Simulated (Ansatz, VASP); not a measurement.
# CdSnSeS: VASP beside Ansatz, part 2 of 2

Wanted: the spread between two codes on one cell, functional and k mesh. The cell is invented: As first built, before any earlier steps moved the atoms (in the runner's words): it takes the SnTePbSe structure with some of its atoms replaced by other elements, volume scaled by an estimate. It may not be a known or stable phase. The cell is taken from a series of VASP runs on this material, whose earlier steps may have relaxed, scaled or displaced it; both programs get it as it stands. Valence electrons are named where the data sets of a main pair hold unlike numbers.

VASP 6.6.1 and Ansatz 0.2.0.

So far. Step 3 (Ansatz: single point, BLYP): The run ends at a pressure of 0.04 GPa, with forces up to 0.015 eV/Å.

### Step 5. Ansatz: band structure, BLYP

Level of this step: Ansatz beside VASP: Kohn-Sham DFT, plane waves, BLYP (Ansatz).

Levels along a path test the potential and the projectors away from the mesh points.

The cell is taken from a series of VASP runs on this material, whose earlier steps may have relaxed, scaled or displaced it; both programs get it as it stands.

input.yaml

```yaml
crystal:
  lattice:
    - [2.1041712254, 1.2148439206, 6.8236988141]
    - [-2.1041712254, 1.2148439206, 6.8236988141]
    - [0.0, -2.4296878413, 6.8236988141]
  atoms:
    - { symbol: Sn, position: [0.5051875393, 0.5051875393, 0.5051875393] }
    - { symbol: Cd, position: [0.0001288602, 0.0001288602, 0.0001288602] }
    - { symbol: Se, position: [0.74211716, 0.74211716, 0.74211716] }
    - { symbol: S, position: [0.2525664404, 0.2525664404, 0.2525664404] }
hamiltonian:
  xc: blyp
  pseudopotentials: { kind: paw }
kpoints:
  mp_grid: { grid: [8, 8, 8] }
  band_path:
    path:
      - [0.0, 0.0, 0.0]
      - [0.13333, 0.0, 0.0]
      - [0.3, 0.0, 0.0]
      - [0.46667, 0.0, 0.0]
      - [0.5, 0.0, 0.0]
      - [0.5, 0.03756, -0.03756]
      - [0.5, 0.10016, -0.10016]
      - [0.5, 0.16276, -0.16276]
      - [0.77058, 0.5, 0.22942]
      - [0.66651, 0.5, 0.33349]
      - [0.56244, 0.5, 0.43756]
      - [0.46667, 0.46667, 0.46667]
      - [0.3, 0.3, 0.3]
      - [0.13333, 0.13333, 0.13333]
      - [0.0, 0.0, 0.0]
      - [0.11463, 0.0, -0.11463]
      - [0.20634, 0.0, -0.20634]
      - [0.32097, 0.0, -0.32097]
      - [0.62488, 0.37512, 0.0]
      - [0.57285, 0.42715, 0.0]
      - [0.52081, 0.47919, 0.0]
      - [0.52081, 0.52081, 0.02504]
      - [0.57285, 0.57285, 0.08764]
      - [0.62488, 0.62488, 0.15024]
      - [0.64569, 0.64569, 0.20861]
      - [0.59366, 0.59366, 0.31268]
      - [0.54163, 0.54163, 0.41675]
      - [0.5, 0.0, 0.0]
      - [0.60407, 0.11463, 0.11463]
      - [0.70814, 0.22927, 0.22927]
      - [0.8122, 0.3439, 0.3439]
    npoints: 1
scf:
  occupations: { method: gaussian, width: 0.05 }
  n_extra_bands: 8
output:
  forces: true
  stress: true
  eigenvalues: true
```

The run is started by

```bash
> ansatz run input.yaml --threads 2 --pin off --max-ram 4608MiB --backend cpu --events-out ev --progress --plain --runs-dir out
```

Numbers of over 12 decimals in the logs are rounded to 6 here.

The program printed:

```text
[...]
Crystal: 4 atoms, lattice volume = 104.658 Å³
Basis set: ecut = 420 eV, 1985 PW (Γ), FFT grids on a1−a3, a2−a3, a3, exchange–correlation on 60×60×100 points (8 copies of the dense FFT grid, shifted against one another)
Bands: 36, of which v1, the nominal top of the filled ones, is band 28 counted from 1 (27 counted from 0)
Symmetry: 6 space group operations
[...]
k-point 0: bands = [... 24 lower, 6.8621, 7.0058, 7.6291, 7.6291, 10.0365, 11.1895, 11.1895, 11.4669, ... 4 higher]
  k-point 1: bands = [... 24 lower, 6.7574, 7.0441, 7.4601, 7.8527, 10.0025, 10.7334, 11.4368, 12.6324, ... 4 higher]
  k-point 2: bands = [... 24 lower, 6.5145, 6.8905, 7.1289, 8.1805, 9.7801, 11.3322, 11.8751, 12.2335, ... 4 higher]
  k-point 64: bands = [... 24 lower, 6.8839, 7.5471, 7.5471, 8.5019, 9.2210, 11.6363, 11.6363, 12.6778, ... 4 higher]
[key lines of the parts left out:]
SCF converged after 8 iterations
Free energy (F): -20699.256963 eV
Fermi energy:    8.784011 eV
P = ⅓ Tr σ = 0.0388 GPa (0.388 kbar)
```

The job ended after 8.7 s (2 threads of Intel Xeon Platinum 8559C (Emerald Rapids), shared host; peak memory 0.55 GiB).

### Step 6. VASP: band structure, BLYP

The same cell, functional (in two slightly different forms), mesh and smearing now go to VASP, with its own data sets.

INCAR

```
SYSTEM = CdSnSeS
PREC = Accurate
ENCUT = 400
EDIFF = 1E-06
NELM = 100
ISMEAR = 0
SIGMA = 0.05
LREAL = .FALSE.
ALGO = Normal
GGA = B5
ALDAX = 1
AGGAX = 1
AGGAC = 1
ALDAC = 0
NBANDS = 33
LORBIT = 11
LWAVE = .FALSE.
LCHARG = .FALSE.
KPAR = 2
```

POSCAR

```
CdSnSeS
1.0
    2.1041712254      1.2148439206      6.8236988141
   -2.1041712254      1.2148439206      6.8236988141
    0.0000000000     -2.4296878413      6.8236988141
Sn Cd Se S
1 1 1 1
Direct
    0.5051875393      0.5051875393      0.5051875393
    0.0001288602      0.0001288602      0.0001288602
    0.7421171600      0.7421171600      0.7421171600
    0.2525664404      0.2525664404      0.2525664404
```

KPOINTS

```
Automatic mesh
0
Gamma
8 8 8
0 0 0
```

KPOINTS_OPT

```
Line mode
16
Line-mode
Reciprocal
  0.00000000   0.00000000   0.00000000 GAMMA
  0.50000000   0.00000000   0.00000000 L

  0.50000000   0.00000000   0.00000000 L
  0.50000000   0.18779718  -0.18779718 B1

  0.81220282   0.50000000   0.18779718 B
  0.50000000   0.50000000   0.50000000 Z

  0.50000000   0.50000000   0.50000000 Z
  0.00000000   0.00000000   0.00000000 GAMMA

  0.00000000   0.00000000   0.00000000 GAMMA
  0.34389859   0.00000000  -0.34389859 X

  0.65610141   0.34389859   0.00000000 Q
  0.50000000   0.50000000   0.00000000 F

  0.50000000   0.50000000   0.00000000 F
  0.65610141   0.65610141   0.18779718 P1

  0.65610141   0.65610141   0.18779718 P1
  0.50000000   0.50000000   0.50000000 Z

  0.50000000   0.00000000   0.00000000 L
  0.81220282   0.34389859   0.34389859 P
```

PAW data sets: Sn_d, Cd, Se and S (PBE family, release 64).

The run is started by

```bash
> mpirun -np 2 vasp_std
```

The program printed:

```text
[banner, memory and clock lines left out]
running    2 mpi-ranks, on    1 nodes
[...]
[... a notice as in an earlier step ...]

 LDA part: xc-table for (Slater(with rela. corr.)+VWN5), standard interpolation
 POSCAR, INCAR and KPOINTS ok, starting setup
[...]
entering main loop
       N       E                     dE             d eps       ncg     rms          rms(c)
DAV:   1     0.302310324644E+03    0.30231E+03   -0.15305E+04  4590   0.111E+03
DAV:   2     0.225990110901E+02   -0.27971E+03   -0.26413E+03  4414   0.348E+02
DAV:   3    -0.116901826000E+02   -0.34289E+02   -0.33776E+02  5176   0.105E+02
DAV:   4    -0.128775246721E+02   -0.11873E+01   -0.11856E+01  5018   0.205E+01
[...]
DAV:  12    -0.117720400486E+02   -0.14517E-04   -0.15260E-05  4943   0.241E-02    0.835E-03
DAV:  13    -0.117720413753E+02   -0.13267E-05   -0.31542E-06  5223   0.790E-03    0.242E-03
DAV:  14    -0.117720412753E+02    0.10001E-06   -0.16143E-07  2697   0.231E-03
   1 F= -.11772041E+02 E0= -.11772041E+02  d E =-.434781E-10
 Start KPOINTS_OPT (optional k-point list driver)
k-point batch [1-65\144]
       N       E                     dE             ncg
DAV:   1     0.527545489074E+04   -0.32402E+05     4568
DAV:   2    -0.126501995935E+05   -0.17926E+05     4406
DAV:   3    -0.147981673581E+05   -0.21480E+04     5168
DAV:   4    -0.148730267112E+05   -0.74859E+02     4936
[...]
DAV:   8    -0.148746131133E+05   -0.31763E-04     4422
DAV:   9    -0.148746131148E+05   -0.14923E-05     3621
DAV:  10    -0.148746131149E+05   -0.11751E-06     3089
[...]
k-point batch [131-144\144]
       N       E                     dE             ncg
DAV:   1     0.462801645883E+05   -0.13233E+05      983
DAV:   2     0.424405997851E+05   -0.38396E+04      940
DAV:   3     0.419956918724E+05   -0.44491E+03     1108
DAV:   4     0.419810503271E+05   -0.14642E+02     1112
DAV:   5     0.419807421569E+05   -0.30817E+00     1255
DAV:   6     0.419807319143E+05   -0.10243E-01     1152
DAV:   7     0.419807313311E+05   -0.58327E-03     1376
DAV:   8     0.419807313263E+05   -0.47290E-05      960
DAV:   9     0.419807313261E+05   -0.23143E-06      816
```

OUTCAR, selected parts (step 6):

```text
  Total        0.0177765      0.0177765     -0.0067788      0.0000000      0.0000000      0.0000000
  in kB        0.2721351      0.2721351     -0.1037746      0.0000000      0.0000000      0.0000000
  external PRESSURE =       0.1468319 kB  Pullay stress =       0.0000000 kB

 POSITION                                       TOTAL-FORCE (eV/Angst)
 -----------------------------------------------------------------------------------
      0.00000     -0.00000     10.34174         0.000000      0.000000     -0.002662
      0.00000     -0.00000      0.00264         0.000000      0.000000     -0.004950
      0.00000     -0.00000     15.19195         0.000000     -0.000000      0.007981
      0.00000     -0.00000      5.17031         0.000000      0.000000     -0.000369
 -----------------------------------------------------------------------------------
    total drift:                               -0.000000     -0.000000     -0.000105

  FREE ENERGIE OF THE ION-ELECTRON SYSTEM (eV)
  ---------------------------------------------------
  free  energy   TOTEN  =       -11.7720412753 eV

  energy  without entropy=      -11.7720412753  energy(sigma->0) =      -11.77204128

[... 1 part as in an earlier step ...]

[... 2 further parts left out ...]
[key lines of the parts left out:]
E-fermi :   4.3350
```

Spin-orbit coupling is off here; with elements this heavy it splits and shifts levels by tenths of an eV or more.

### Step 7. Differences

What differs besides the data sets and the points named for the pairs above, as far as they apply: the data sets hold 56 valence electrons in Ansatz (on its default PAW (the set named soft_2) files) and 38 in VASP. Total energies have different zeros and are not compared.

Both answers:

| quantity | Ansatz | VASP | difference |
| --- | --- | --- | --- |
| pressure (GPa) | 0.04 | 0.01 | +0.02 |
| gap over the path points (eV) | 0.378 | 0.371 | +0.007 |

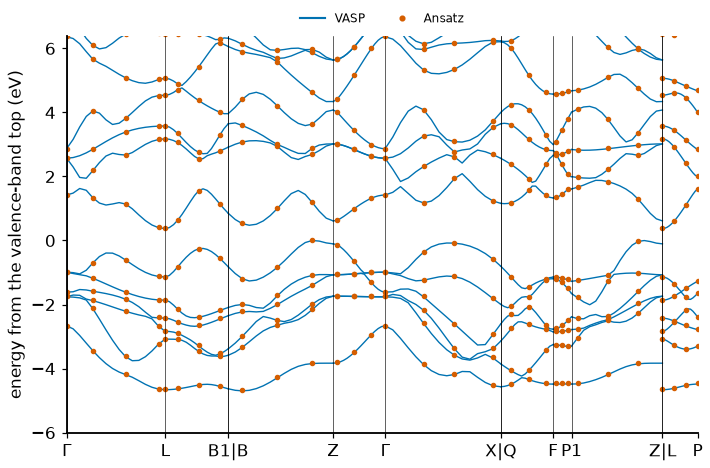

Bands from VASP (lines) and levels from Ansatz (dots). Dots without a line are higher empty bands that the VASP plot leaves out.

Levels at points of the path, from each program's valence-band top (eV; 4 filled, then empty):

| k (reciprocal lattice) | Ansatz | VASP |
| --- | --- | --- |
| 0.000 0.000 0.000 | -1.75 -1.60 -0.98 -0.98 1.43 2.58 2.58 | -1.76 -1.61 -0.99 -0.99 1.42 2.57 2.57 |
| 0.133 0.000 0.000 | -1.86 -1.57 -1.17 -0.70 1.34 2.19 2.86 | -1.88 -1.59 -1.18 -0.70 1.33 2.18 2.85 |
| 0.300 0.000 0.000 | -2.19 -1.82 -1.60 -0.61 1.14 2.68 3.40 | -2.21 -1.84 -1.62 -0.61 1.14 2.67 3.39 |
| 0.467 0.000 0.000 | -2.66 -2.40 -1.84 -1.12 0.41 3.16 3.58 | -2.68 -2.42 -1.86 -1.12 0.40 3.15 3.57 |
| 0.500 0.000 0.000 | -2.82 -2.41 -1.85 -1.14 0.38 3.18 3.58 | -2.84 -2.43 -1.87 -1.14 0.37 3.17 3.58 |
| 0.500 0.038 -0.038 | -2.88 -2.53 -2.13 -0.82 0.64 3.06 3.35 | -2.90 -2.55 -2.15 -0.82 0.64 3.06 3.34 |
| 0.500 0.100 -0.100 | -3.28 -2.65 -2.38 -0.26 1.56 2.56 2.76 | -3.30 -2.67 -2.40 -0.26 1.56 2.55 2.75 |
| 0.500 0.163 -0.163 | -3.52 -2.44 -2.17 -0.55 1.15 2.80 3.30 | -3.54 -2.45 -2.19 -0.56 1.14 2.79 3.29 |
| 0.771 0.500 0.229 | -2.98 -2.21 -1.98 -1.19 0.53 3.08 3.60 | -3.00 -2.23 -2.00 -1.20 0.53 3.08 3.59 |
| 0.667 0.500 0.333 | -2.48 -1.99 -1.72 -0.84 1.00 2.95 3.01 | -2.50 -2.00 -1.73 -0.84 0.99 2.94 3.00 |

At this near-relaxed geometry the largest component of a force difference is 23 meV/Å. Among the levels compared at these points, filled levels agree within 19 meV and empty ones within 12 meV. Ansatz's pressure holds a Pulay correction of 0.03 GPa; VASP's holds none.

### Step 8. Outcome

- difference in gap on the k mesh (single point, BLYP): 0.0064 eV
- r.m.s. force difference (single point, BLYP): 8.2 meV/Å
- largest difference of a filled level at the path points (band structure, BLYP): 19 meV
- r.m.s. force difference (band structure, BLYP): 8.2 meV/Å

The r.m.s. force difference is 8.2 meV/Å (band structure, BLYP), within the 12 meV/Å picked in this series as the mark of a large difference. The data sets hold unlike numbers of valence electrons (56 in Ansatz and 38 in VASP), so part of the differences comes from the potentials. 1 further run of this series is not shown here. How closely two codes agree says nothing of how well the functional describes the real material.

[Lines on the potential files, build, host, timing and source positions are cut from VASP's logs without a mark.]

[Logs are printed without paths, hosts, clocks, repeated set-up lines and the standing remarks that a program may print on its own settings, such as how far it seeks lower states.]

[Hosts, paths, dates, database ids (printed as entryN), source tags and the programs' standing remarks are cut or masked in the printed files.]
